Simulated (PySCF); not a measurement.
# C$_{5}$H$_{10}$FSSi (doublet): what the fields show

```tsv
atom	x (Å)	y (Å)	z (Å)
F	0.3262	-1.9967	1.9686
C	0.0113	-0.7935	1.3598
Si	-1.4994	-0.9451	0.1872
C	-1.4815	0.8228	-0.5154
C	-0.0902	1.1969	-1.0445
C	1.0265	0.9828	-0.0902
C	1.2340	-0.2379	0.6477
S	1.7923	-1.6001	-0.6250
H	-0.2163	-0.1103	2.1911
H	-1.2737	-1.9733	-0.8244
H	-2.6892	-1.2119	0.9960
H	-2.2058	0.9430	-1.3199
H	-1.7620	1.5326	0.2652
H	-0.0824	2.2422	-1.3652
H	0.0974	0.5904	-1.9435
H	1.8699	1.6517	-0.1778
H	2.0870	-0.1836	1.3269
H	2.8471	-0.9037	-1.0483
```

Geometry: GFN2-xTB.

Level of theory: PySCF, UKS B3LYP, pcH-1 on C F H S Si, non-relativistic, mean-field spin-orbit, GIAO.

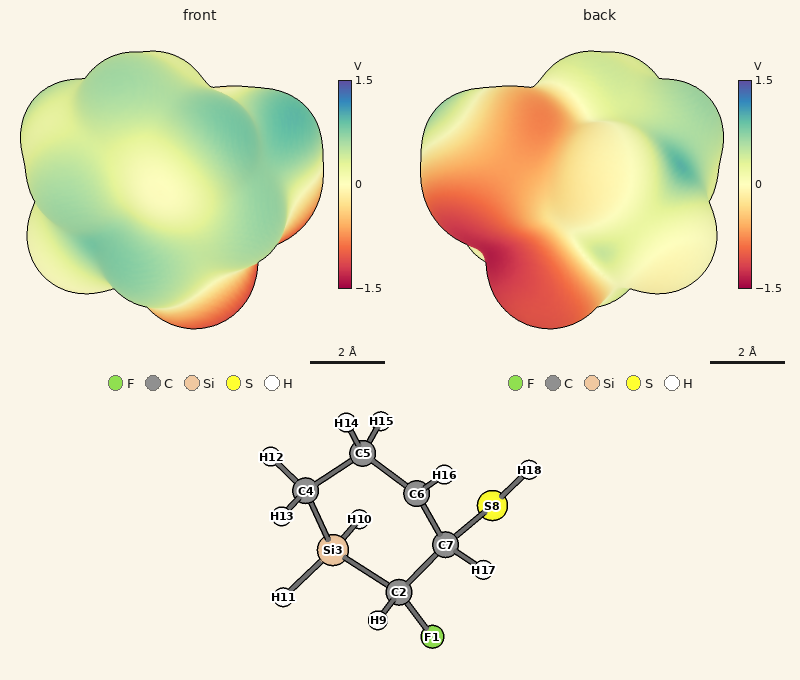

Figure 1. The electrostatic potential painted on the density surface at 0.001 e/bohr³, seen from the front and from behind; the colour scale runs from red (negative) to blue (positive). The bare structure is drawn below in the same view.

### Which sites attract a positive test charge, and which a negative one?

A positive charge is drawn to the negative regions and a negative charge to the positive ones. The most negative region (about −1.3 V) lies over F1 and S8, the most positive (about +0.9 V) over Si3 and H18.

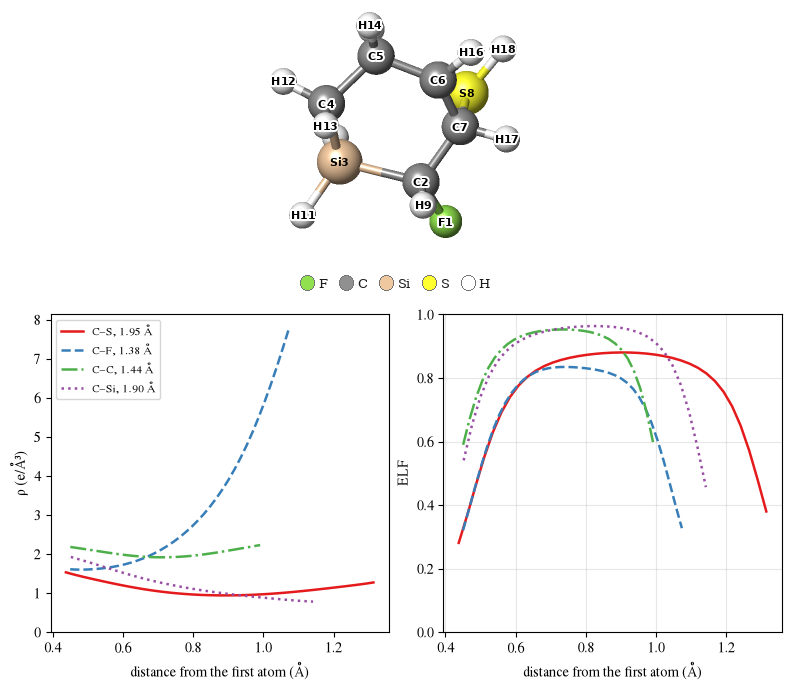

Figure 2. Total electron density and ELF along straight lines between neighbouring atoms. The curves leave out the atomic cores. The structure is drawn too.

### What kind of bonding do the profiles show?

C–S (1.95 Å): the density is about 0.96 e/Å³ at the midpoint; the ELF peaks at about 0.90 between the atoms: a shared electron pair.
C–F (1.38 Å): the density is about 2 e/Å³ at the midpoint, with its minimum of 1.6 e/Å³ about 0.5 Å from C; the ELF peaks at about 0.85 between the atoms; a polar covalent bond.
C–C (1.44 Å): ρ is about 1.9 e/Å³ halfway; the ELF peaks at about 0.95 between the atoms (a covalent bond).
C–Si (1.90 Å): ρ is about 0.93 e/Å³ halfway; the ELF peaks at about 0.95 between the atoms: a covalent bond.
